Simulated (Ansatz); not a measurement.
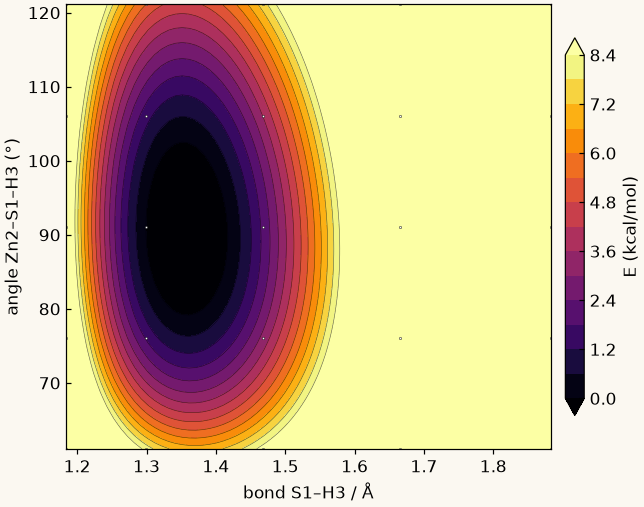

HSZn, SMILES [SH][Zn], spin multiplicity 2. Two internal coordinates are moved rigidly from the geometry relaxed at PBE0-D4/def2-TZVP, all others fixed. The first coordinate is: bond S1–H3; the second: angle Zn2–S1–H3. The grid has 5 × 5 points. Points are written as (first, second). All energies are given in kcal/mol relative to the lowest grid point. All numbers below come from UKS PBE-D4/def2-TZVPP in Ansatz.

The picture shows filled contours, dots at the grid points, one colour for all values above the top of the scale. Between grid points the surface is interpolated.

Where is the minimum, and how stiff is the well along each coordinate?

The interpolated minimum is at bond S1–H3 ≈ 1.357 Å, angle Zn2–S1–H3 ≈ 90°. The curvatures there are about 26 eV/Å² and 1.9 eV/rad², with a cross term of about 0.3 eV/(Å·rad). Round the minimum the two coordinates are nearly uncoupled. (1 eV is 23.1 kcal/mol.)
